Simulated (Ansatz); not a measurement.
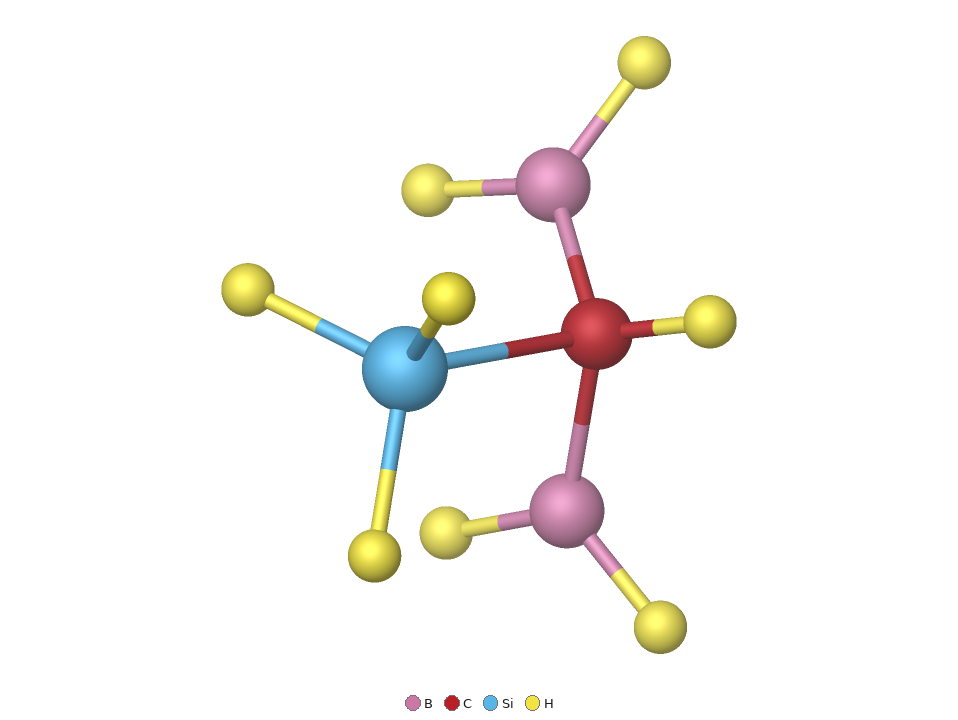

Starting geometry of the run.

Ansatz 0.2.0 input:

```yaml
crystal:
  periodic: [false, false, false]
  atoms:
    - {symbol: B, position_ang: [-1.070625, 1.283283, -0.153777]}
    - {symbol: C, position_ang: [-0.691757, -0.174264, 0.116978]}
    - {symbol: B, position_ang: [0.135803, -0.381416, 1.401399]}
    - {symbol: Si, position_ang: [0.857269, -0.559528, -0.933468]}
    - {symbol: H, position_ang: [-2.169795, 1.570669, -0.532684]}
    - {symbol: H, position_ang: [-0.271146, 2.154766, 0.033192]}
    - {symbol: H, position_ang: [-1.443762, -0.935853, -0.093037]}
    - {symbol: H, position_ang: [-0.019714, -1.352219, 2.082437]}
    - {symbol: H, position_ang: [0.966862, 0.427240, 1.707123]}
    - {symbol: H, position_ang: [1.557048, 0.669099, -1.370638]}
    - {symbol: H, position_ang: [0.420385, -1.370696, -2.095110]}
    - {symbol: H, position_ang: [1.806432, -1.386181, -0.128314]}
basis:
  gaussian: {orbitals: aug-pcseg-2}
hamiltonian: {xc: {name: SPW92}}
output: {forces: true}
```

Command:

```sh
ansatz run in.yaml --threads 2 --pin off --events-out ev --progress --plain --max-ram 4352MiB
```

What the program printed:

```
Functional definition: SPW92
  name "SPW92"
  cite "Dirac, Proc. Camb. Phil. Soc. 26, 376 (1930) doi:10.1017/S0305004100016108"
  cite "Slater, Phys. Rev. 81, 385 (1951) doi:10.1103/PhysRev.81.385"
  cite "Perdew & Wang, Phys. Rev. B 45, 13244 (1992) doi:10.1103/PhysRevB.45.13244"
  exchange = slater_x
  correlation = pw_c
1422 factors; their error is unknown
mean field evaluation 1: about -10324.9349 eV, gradient 7.3e1 eV
mean field evaluation 2: about -10278.2902 eV, gradient 1.3e2 eV
mean field evaluation 4: about -10338.6903 eV, gradient 7.8e0 eV
mean field evaluation 8: about -10338.9106 eV, gradient 2.4e-1 eV
mean field evaluation 16: about -10338.8610 eV, gradient 4.9e-4 eV
mean field -10338.86104975 eV, -379.9461356465 hartree, gradient 3.3e-5 eV, S^2 0.000000; 0 other end points of the search recorded, 0 dependent functions left out
the calculation of the forces begins
reference -10338.86112035 eV, -379.9461382410 hartree; 19, 19 occupied and 353, 353 virtual orbitals, 1422 factors
Total energy: -10338.86112035 eV, -379.9461382410 hartree
Atom 0 at    -1.070625     1.283283    -0.153777 Å, force     0.192789    -0.476530     0.060518 eV/Å
Atom 1 at    -0.691757    -0.174264     0.116978 Å, force     0.195080     0.375173     0.108995 eV/Å
Atom 2 at     0.135803    -0.381416     1.401399 Å, force    -0.070051     0.071376    -0.556108 eV/Å
Atom 3 at     0.857269    -0.559528    -0.933468 Å, force    -0.254782     0.177937     0.365817 eV/Å
Atom 4 at    -2.169795     1.570669    -0.532684 Å, force    -0.193111     0.023239    -0.047864 eV/Å
Atom 5 at    -0.271146     2.154766     0.033192 Å, force     0.182158     0.122273     0.037770 eV/Å
Atom 6 at    -1.443762    -0.935853    -0.093037 Å, force    -0.218741    -0.230555    -0.082821 eV/Å
Atom 7 at    -0.019714    -1.352219     2.082437 Å, force    -0.053131    -0.176678     0.092608 eV/Å
Atom 8 at     0.966862     0.427240     1.707123 Å, force     0.146563     0.157957     0.016346 eV/Å
Atom 9 at     1.557048     0.669099    -1.370638 Å, force     0.063291     0.156149    -0.023828 eV/Å
Atom 10 at     0.420385    -1.370696    -2.095110 Å, force    -0.082585    -0.100092    -0.098482 eV/Å
Atom 11 at     1.806432    -1.386181    -0.128314 Å, force     0.092521    -0.100250     0.127049 eV/Å
Dipole moment:     0.024675    -0.173297    -0.170302 e Å
```

Self-consistency was reached.
